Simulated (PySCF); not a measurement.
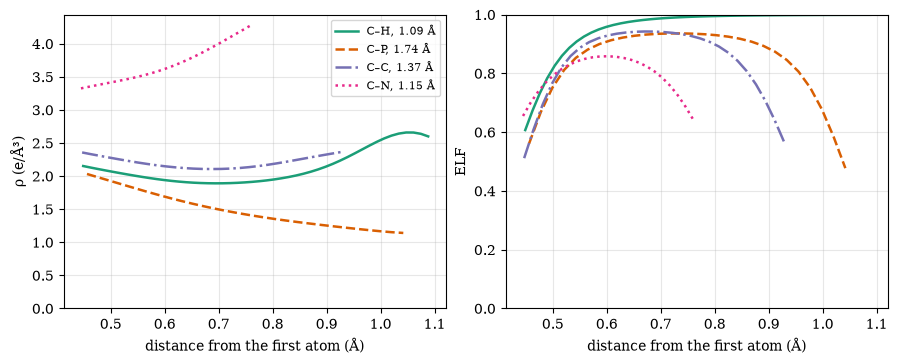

C₇H₇NP₂ (SMILES Cc1cpc(C)c(C#N)p1). Total electron density and ELF along straight lines between neighbouring atoms. The curves leave out the atomic cores.

Geometry: GFN2-xTB.

These are results of PBE0/pcSseg-1, SCF density, gas phase, non-relativistic (PySCF), not measurements.

```xyz
17

C     3.1313   -0.2028    0.6861
C     1.6887   -0.0752    0.2770
C     1.4084    0.3286   -1.0069
P    -0.1096    0.5774   -1.8127
C    -1.2877    0.1806   -0.5863
C    -2.7267    0.3030   -1.0038
C    -1.0083   -0.2284    0.7118
C    -2.1097   -0.5005    1.5574
N    -2.9998   -0.7203    2.2476
P     0.5288   -0.4730    1.5239
H     3.6333   -0.9539    0.0760
H     3.2130   -0.4961    1.7318
H     3.6538    0.7436    0.5476
H     2.2658    0.5325   -1.6449
H    -3.2374   -0.6563   -0.9109
H    -3.2540    1.0135   -0.3660
H    -2.7968    0.6393   -2.0376
```

What kind of bonding do the profiles show?

C–H (1.09 Å): ρ is about 2 e/Å³ halfway; the ELF climbs to about 1 towards the hydrogen, as it does in any bond to H; a covalent bond by its length.
C–P (1.74 Å): ρ at the midpoint is about 1.3 e/Å³; the ELF peaks at about 0.95 between the atoms, as expected for a covalent bond.
C–C (1.37 Å): ρ at the midpoint is about 2.1 e/Å³; the ELF peaks at about 0.95 between the atoms (a covalent bond).
C–N (1.15 Å): the density is about 3.6 e/Å³ at the midpoint; the ELF peaks at about 0.85 between the atoms: a multiple bond.
